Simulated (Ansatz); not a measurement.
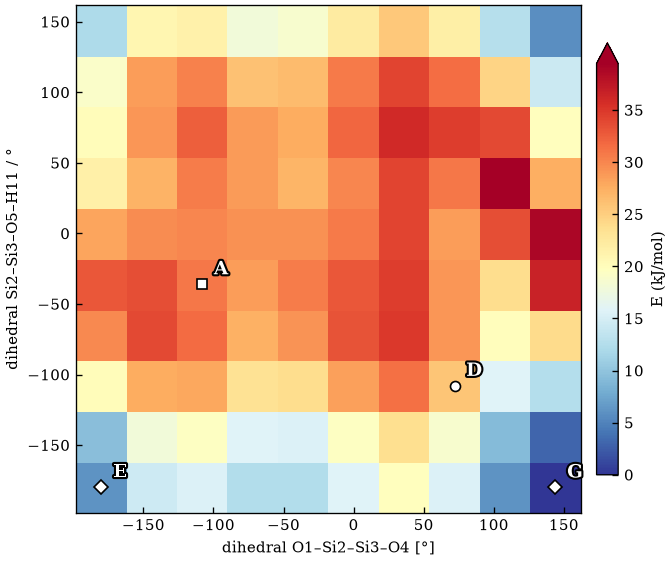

H6O3Si2, SMILES O[SiH2][SiH](O)O. First axis: dihedral O1–Si2–Si3–O4. Second axis: dihedral Si2–Si3–O5–H11. Nothing is relaxed (all other coordinates rigid). The grid has 10 × 10 points. Points are written as (first, second). Energies: kJ/mol, counted from the lowest grid point. Energies and slopes of some neighbouring points disagree (a jump in structure or state, or too coarse a mesh). Theory: RHF/def2-SVP (Ansatz).

Drawn: one coloured cell a grid point, one colour for all values above the top of the scale, lettered points.

Q: Is G the lowest point of the computed grid?

A: Yes. G, at (144°, −180°), has the lowest energy of the grid.

Q: Rank the lettered points by energy, lowest first.

A: G (0.0 kJ/mol), E (6.0 kJ/mol), D (25.8 kJ/mol), A (30.9 kJ/mol).
